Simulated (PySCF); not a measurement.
# C5H8Si: NMR shifts at several levels of theory, part 2 of 2

PySCF 2.14.0. Atoms count from 0. The steps go on from the part before.

## Step 8: NMR shieldings: PBE0/aug-cc-pVDZ

Job settings and geometry (Å):

```
{"job": {"kind": "nmr", "xc": "PBE0", "basis": "aug-cc-pVDZ", "pop": true}, "charge": 0, "multiplicity": 1}
C      3.863635    -0.380165    -0.688314
C      2.674240    -0.144208    -0.756615
C      1.280064     0.124902    -0.858698
C      0.457787     0.329942     0.190535
Si    -1.372073     0.671444     0.004087
C     -2.399704    -0.592615     0.940131
H      4.916394    -0.585023    -0.625306
H      0.880607     0.159943    -1.881298
H      0.901642     0.283461     1.193559
H     -1.689034     0.638802    -1.458498
H     -1.681461     2.041914     0.524349
H     -2.195403    -1.610130     0.573480
H     -2.169280    -0.563658     2.016470
H     -3.474879    -0.389880     0.818150
```

Method: GIAO PBE0/aug-cc-pVDZ NMR shielding, non-relativistic, gas phase.

What it wrote:

```text
coarse grid: 12016 points
cycle   1  E = -484.3435518363  dE =  4.753e-01  |g| = 4.054e-01  |ddm| = 1.460e+01
cycle   2  E = -484.3417093498  dE =  1.842e-03  |g| = 4.114e-01  |ddm| = 2.560e+00
cycle   3  E = -484.3875344680  dE = -4.583e-02  |g| = 6.945e-02  |ddm| = 1.203e+00
cycle   4  E = -484.3886049852  dE = -1.071e-03  |g| = 3.441e-02  |ddm| = 2.337e-01
cycle   5  E = -484.3889269569  dE = -3.220e-04  |g| = 1.038e-02  |ddm| = 1.049e-01
cycle   6  E = -484.3889537105  dE = -2.675e-05  |g| = 4.190e-03  |ddm| = 3.057e-02
cycle   7  E = -484.3889579810  dE = -4.271e-06  |g| = 1.278e-03  |ddm| = 9.704e-03
final grid: 110944 points
cycle   8  E = -484.4024633882  dE = -1.853e-05  |g| = 7.062e-03  |ddm| = 2.108e-01
cycle   9  E = -484.4024512589  dE =  1.213e-05  |g| = 9.795e-03  |ddm| = 4.446e-02
cycle  10  E = -484.4024754056  dE = -2.415e-05  |g| = 2.882e-03  |ddm| = 2.191e-02
cycle  11  E = -484.4024775390  dE = -2.133e-06  |g| = 2.176e-04  |ddm| = 7.073e-03
cycle  12  E = -484.4024775513  dE = -1.227e-08  |g| = 8.048e-05  |ddm| = 9.135e-04
cycle  13  E = -484.4024775528  dE = -1.537e-09  |g| = 3.300e-05  |ddm| = 3.315e-04
cycle  14  E = -484.4024775531  dE = -2.826e-10  |g| = 1.108e-05  |ddm| = 1.028e-04
converged SCF energy = -484.4024775531

GIAO shielding tensors (ppm)
atom      isotropic    diamagn.    paramagn.     s11        s22        s33       span
  0 C      115.552     237.102    -121.550     68.343     75.081    203.233    134.890
  1 C      116.170     287.401    -171.230     22.250     27.509    298.753    276.503
  2 C       67.420     195.810    -128.390    -40.829     80.577    162.513    203.342
  3 C       52.453     216.850    -164.397    -62.949     40.044    180.264    243.213
  4 Si     450.275     892.851    -442.575    411.679    457.103    482.044     70.365
  5 C      200.835     191.745       9.090    197.609    199.240    205.656      8.047
  6 H       28.283      32.139      -3.856     24.683     25.044     35.121     10.438
  7 H       24.784      32.994      -8.210     21.984     23.469     28.898      6.914
  8 H       24.528      36.474     -11.947     20.350     24.926     28.307      7.957
  9 H       27.024      27.767      -0.743     23.986     26.052     31.033      7.048
 10 H       26.764      25.532       1.233     23.741     25.157     31.393      7.652
 11 H       31.188      24.433       6.755     27.283     28.913     37.368     10.085
 12 H       31.107      26.009       5.098     27.129     28.656     37.536     10.408
 13 H       31.134      31.660      -0.526     27.076     27.908     38.418     11.342
```

Wall time 25 s (1 thread of Arm Neoverse V1, shared host); peak memory 0.95 GiB.

This run: δ C3 142.7, C2 127.7, C0 79.6, C1 78.9, H8 6.87, H7 6.61 ppm.

## Step 9: Nuclear shieldings: PBE0/IGLO-III

The job, as its differences from that of step 8:

```diff
@@ -1,2 +1,2 @@
-{"job": {"kind": "nmr", "xc": "PBE0", "basis": "aug-cc-pVDZ", "pop": true}, "charge": 0, "multiplicity": 1}
+{"job": {"kind": "nmr", "xc": "PBE0", "basis": "IGLO-III", "pop": true}, "charge": 0, "multiplicity": 1}
 C      3.863635    -0.380165    -0.688314
```

Level: GIAO PBE0/IGLO-III NMR shielding, non-relativistic, gas phase.

What it wrote:

```text
coarse grid: 12016 points
cycle   1  E = -484.4187023176  dE =  4.147e-01  |g| = 4.639e-01  |ddm| = 2.607e+00
cycle   2  E = -484.4162260240  dE =  2.476e-03  |g| = 4.566e-01  |ddm| = 5.649e-01
cycle   3  E = -484.4676471208  dE = -5.142e-02  |g| = 7.930e-02  |ddm| = 3.021e-01
cycle   4  E = -484.4686992567  dE = -1.052e-03  |g| = 4.738e-02  |ddm| = 6.565e-02
cycle   5  E = -484.4692907920  dE = -5.915e-04  |g| = 1.168e-02  |ddm| = 2.890e-02
cycle   6  E = -484.4693222294  dE = -3.144e-05  |g| = 4.719e-03  |ddm| = 7.668e-03
cycle   7  E = -484.4693272182  dE = -4.989e-06  |g| = 1.775e-03  |ddm| = 2.666e-03
final grid: 110944 points
cycle   8  E = -484.4717452723  dE = -7.004e-05  |g| = 7.915e-03  |ddm| = 6.337e-02
cycle   9  E = -484.4717248966  dE =  2.038e-05  |g| = 1.180e-02  |ddm| = 1.021e-02
cycle  10  E = -484.4717578570  dE = -3.296e-05  |g| = 3.330e-03  |ddm| = 6.069e-03
cycle  11  E = -484.4717605472  dE = -2.690e-06  |g| = 3.686e-04  |ddm| = 1.437e-03
cycle  12  E = -484.4717605726  dE = -2.536e-08  |g| = 1.943e-04  |ddm| = 3.005e-04
cycle  13  E = -484.4717605817  dE = -9.069e-09  |g| = 5.777e-05  |ddm| = 1.311e-04
cycle  14  E = -484.4717605825  dE = -8.608e-10  |g| = 1.394e-05  |ddm| = 3.800e-05
converged SCF energy = -484.4717605825

GIAO shielding tensors (ppm)
atom      isotropic    diamagn.    paramagn.     s11        s22        s33       span
  0 C       94.573     267.964    -173.391     41.515     46.934    195.271    153.756
  1 C       96.554     256.811    -160.258     -7.524     -2.958    300.143    307.666
  2 C       45.914     252.206    -206.292    -73.427     61.496    149.673    223.100
  3 C       29.522     255.200    -225.678    -97.199     17.957    167.807    265.006
  4 Si     382.842     890.734    -507.892    343.274    388.685    416.567     73.293
  5 C      189.507     248.966     -59.459    186.583    187.439    194.498      7.914
  6 H       28.263      30.436      -2.173     24.595     25.002     35.191     10.595
  7 H       24.828      30.959      -6.131     22.001     23.580     28.903      6.902
  8 H       24.583      32.550      -7.967     20.303     24.876     28.568      8.265
  9 H       26.981      30.918      -3.936     24.034     26.149     30.762      6.728
 10 H       26.721      29.701      -2.980     23.846     25.261     31.056      7.210
 11 H       31.216      29.478       1.738     27.341     29.000     37.307      9.966
 12 H       31.128      28.849       2.280     27.170     28.737     37.478     10.307
 13 H       31.185      26.839       4.346     27.164     27.990     38.400     11.237
```

Run time: 38 s. Hardware: 1 thread of Arm Neoverse V1, shared host; peak memory 1.2 GiB.

In short: δ C3 154.3, C2 137.9, C0 89.2, C1 87.2, H8 6.79, H7 6.55 ppm.

## Step 10: Shielding tensors: PBE0/pcSseg-0

The job, as its differences from that of step 9:

```diff
@@ -1,2 +1,2 @@
-{"job": {"kind": "nmr", "xc": "PBE0", "basis": "IGLO-III", "pop": true}, "charge": 0, "multiplicity": 1}
+{"job": {"kind": "nmr", "xc": "PBE0", "basis": "pcSseg-0", "pop": true}, "charge": 0, "multiplicity": 1}
 C      3.863635    -0.380165    -0.688314
```

Method: GIAO PBE0/pcSseg-0 NMR shielding, non-relativistic, gas phase.

What it wrote:

```text
coarse grid: 12016 points
cycle   1  E = -483.5812849256  dE =  3.759e-01  |g| = 3.162e-01  |ddm| = 3.869e+00
cycle   2  E = -483.5810120705  dE =  2.729e-04  |g| = 3.217e-01  |ddm| = 6.807e-01
cycle   3  E = -483.6074353489  dE = -2.642e-02  |g| = 6.372e-02  |ddm| = 3.686e-01
cycle   4  E = -483.6084144672  dE = -9.791e-04  |g| = 2.682e-02  |ddm| = 1.046e-01
cycle   5  E = -483.6086058644  dE = -1.914e-04  |g| = 7.644e-03  |ddm| = 3.561e-02
cycle   6  E = -483.6086208917  dE = -1.503e-05  |g| = 1.933e-03  |ddm| = 9.527e-03
cycle   7  E = -483.6086215183  dE = -6.266e-07  |g| = 1.121e-03  |ddm| = 2.635e-03
final grid: 110944 points
cycle   8  E = -483.6199439480  dE = -1.217e-05  |g| = 4.901e-03  |ddm| = 1.810e-02
cycle   9  E = -483.6199353593  dE =  8.589e-06  |g| = 7.549e-03  |ddm| = 1.230e-02
cycle  10  E = -483.6199493904  dE = -1.403e-05  |g| = 2.050e-03  |ddm| = 8.039e-03
cycle  11  E = -483.6199504498  dE = -1.059e-06  |g| = 1.654e-04  |ddm| = 1.720e-03
cycle  12  E = -483.6199504569  dE = -7.151e-09  |g| = 4.172e-05  |ddm| = 2.374e-04
cycle  13  E = -483.6199504574  dE = -4.571e-10  |g| = 1.208e-05  |ddm| = 6.469e-05
converged SCF energy = -483.6199504574

GIAO shielding tensors (ppm)
atom      isotropic    diamagn.    paramagn.     s11        s22        s33       span
  0 C       96.466     270.028    -173.562     43.281     48.884    197.234    153.953
  1 C      103.158     277.666    -174.508      3.683      5.185    300.605    296.923
  2 C       53.246     255.473    -202.227    -69.191     67.373    161.557    230.748
  3 C       41.515     264.368    -222.852    -84.646     28.138    181.055    265.701
  4 Si     406.913     880.213    -473.299    354.199    404.468    462.073    107.875
  5 C      200.334     258.554     -58.220    196.288    198.157    206.556     10.268
  6 H       29.438      29.190       0.247     26.175     26.409     35.728      9.553
  7 H       26.577      28.828      -2.251     23.848     25.552     30.331      6.484
  8 H       26.273      33.138      -6.865     23.581     25.561     29.676      6.094
  9 H       28.333      28.902      -0.569     24.607     27.419     32.974      8.367
 10 H       28.029      28.523      -0.494     24.248     26.497     33.342      9.095
 11 H       32.612      30.788       1.824     28.036     30.497     39.301     11.265
 12 H       32.485      30.770       1.716     27.912     30.142     39.402     11.490
 13 H       32.864      30.260       2.604     28.247     29.417     40.928     12.681
```

Wall time 5.4 s (1 thread of Arm Neoverse V1, shared host); peak memory 0.47 GiB.

In short: δ C3 152.0, C2 140.3, C0 97.1, C1 90.4, H8 6.56, H7 6.26 ppm.

## Step 11: Side by side: NMR shifts

Shifts (ppm) of some atoms, chosen among heavy atoms and hydrogens apart, with basis size and wall time:

```tsv
run	C3	C2	C0	C1	H7	H6	Si4	functions	time
PBE0/6-31G*	135.9	124.3	80.4	74.7	6.18	2.95	-16.0	104	8.7 s
PBE0/6-311+G(2d,p)	148.8	133.3	86.9	85.3	6.54	3.05	-35.6	218	24 s
PBE0/def2-SVP	141.8	128.3	83.8	79.4	6.11	2.95	-37.3	128	10 s
PBE0/def2-TZVP	149.9	135.1	86.9	85.5	6.54	3.10	-36.1	240	28 s
PBE0/cc-pVDZ	142.6	128.9	83.9	79.9	6.25	3.03	-33.3	128	11 s
PBE0/cc-pVTZ	148.6	134.3	87.1	85.2	6.50	3.05	-32.0	296	38 s
PBE0/aug-cc-pVDZ	142.7	127.7	79.6	78.9	6.61	3.11	-33.6	214	25 s
PBE0/IGLO-III	154.3	137.9	89.2	87.2	6.55	3.11	-37.5	299	38 s
PBE0/pcSseg-0	152.0	140.3	97.1	90.4	6.26	3.39	-58.4	74	5.4 s
```

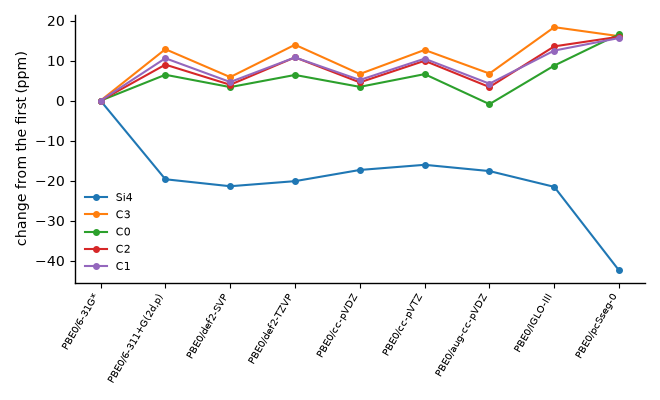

How five of the tabulated atoms move from run to run.

## Step 12: Summary of results

The summary covers parts 1 to 2.

```
                                                            quantity                               value
                                ¹³C shifts against TMS (PBE0/6-31G*)  135.9, 124.3, 80.4, 74.7, -4.8 ppm
¹H shifts against TMS (PBE0/6-31G*, means over atoms taken as alike)    6.47, 6.18, 4.58, 2.95, 0.17 ppm
                               ²⁹Si shifts against TMS (PBE0/6-31G*)                           -16.0 ppm
                                           range of the shift of Si4                  -58.4 to -16.0 ppm
```

What this shows: Single values in the summary come from the first sound run of each kind (PBE0/6-31G*), which need not be the best level. At PBE0/6-31G*: The largest span, 268 ppm, is at C1, where the paramagnetic term is -124 ppm. Across the 9 runs the shift of Si4 moves most, between -58.4 (PBE0/pcSseg-0) and -16.0 ppm (PBE0/6-31G*).
